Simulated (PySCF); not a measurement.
Consider C$_{5}$H$_{9}$Si (doublet).

Input

```
{"job": {"kind": "epr", "basis": "pcH-1"}, "charge": 0, "multiplicity": 2}
C      2.361088     0.018226     0.357538
Si     0.757764    -0.105785    -0.663553
C     -0.527849    -1.266365    -0.008034
C     -1.793661    -0.562704     0.299722
C     -1.621050     0.903047     0.036761
C     -0.449020     1.320809    -0.425648
H      2.925131    -0.906787     0.294350
H      2.159915     0.215882     1.405904
H      2.994563     0.815870    -0.017354
H      1.125025    -0.314890    -2.078259
H     -0.488049    -2.332421     0.138755
H     -2.620144    -0.959742    -0.307254
H     -2.097527    -0.731287     1.342389
H     -2.463802     1.551872     0.238674
H     -0.266798     2.362263    -0.635903
```

Command:

```sh
OMP_NUM_THREADS=1 python probes_run.py task.json out
```

Geometry: GFN2-xTB.

Theory: UKS B3LYP, pcH-1 on C H Si, non-relativistic, mean-field spin-orbit, GIAO in PySCF 2.14.0, density-fitted response routines.

Q: What will maps of the electron density, electron localisation function and spin density show?

A: C–C (1.33 Å): ρ at the midpoint is about 2.3 e/Å³; the ELF peaks at about 0.90 between the atoms: a multiple bond.
C–Si (1.85 Å): ρ at the midpoint is about 0.96 e/Å³; the ELF peaks at about 0.95 between the atoms, as expected for a shared electron pair.
C–H (1.08 Å): the density is about 2 e/Å³ at the midpoint; the ELF climbs to about 1 towards the hydrogen, as it does in any bond to H (a covalent bond by its length).
C–C (1.48 Å): the density is about 1.8 e/Å³ at the midpoint; the ELF peaks at about 0.95 between the atoms, as expected for a shared electron pair.
The unpaired spin (1 electron) lies mostly on C3 (about 0.7) and Si2 (about 0.1), in electrons by Hirshfeld's partition.

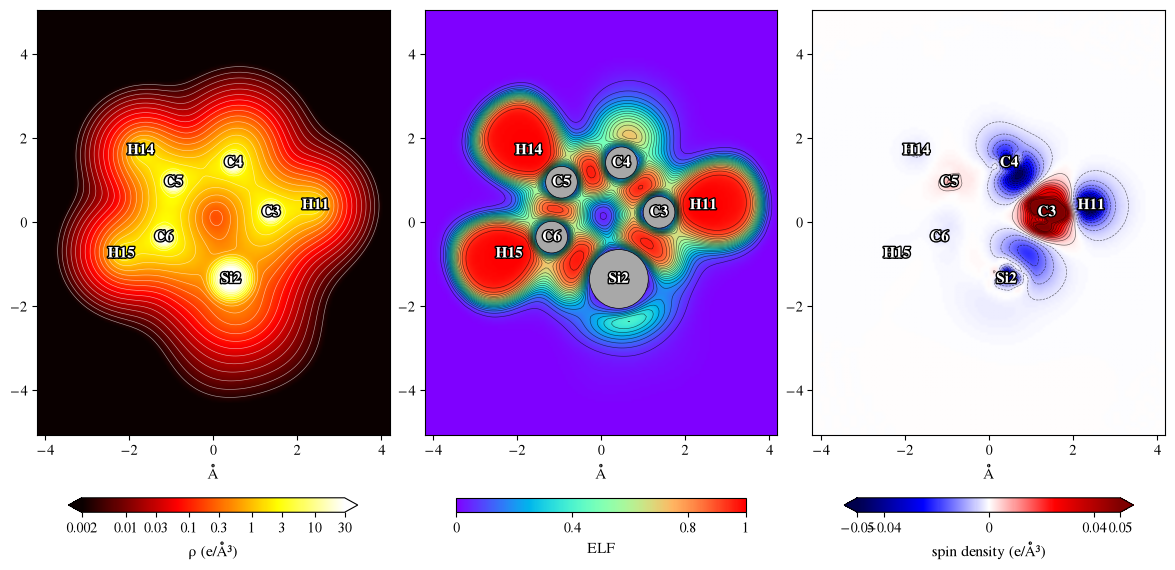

Computed electron density, electron localisation function and spin density on the plane of atoms Si2, C3 and H11, in this order. Grey discs cover the atomic cores in the ELF map. 
